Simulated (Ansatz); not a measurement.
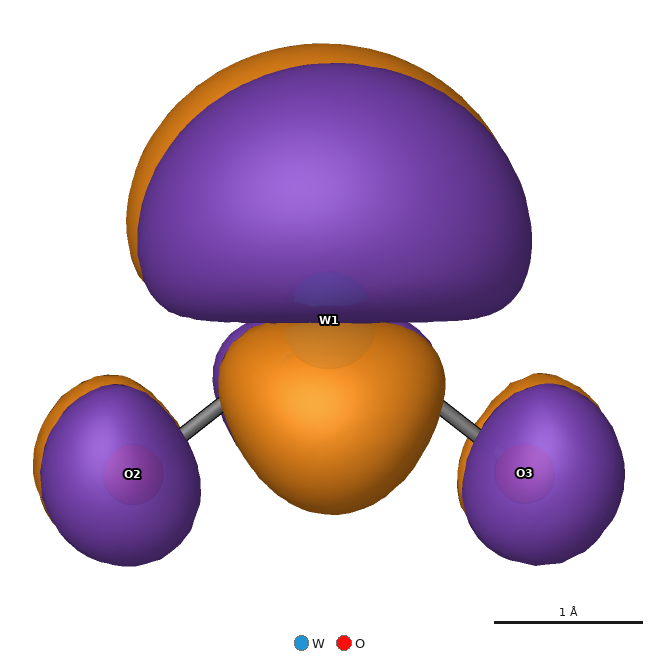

Figure. O2W. The LUMO at ±0.1 Å⁻³ᐟ² (orange and purple are the two phases), seen across its widest extent.

Geometry: PBE-D4/def2-TZVP; core potentials replace the inner electrons of W.

Method: Ansatz, RKS PBE0-D4/def2-TZVP.

Where does this orbital lie, and at what energy?

It lies mainly on W1 (about 85 %), O2 (about 10 %) and O3 (about 10 %). Its energy is −3.59 eV.
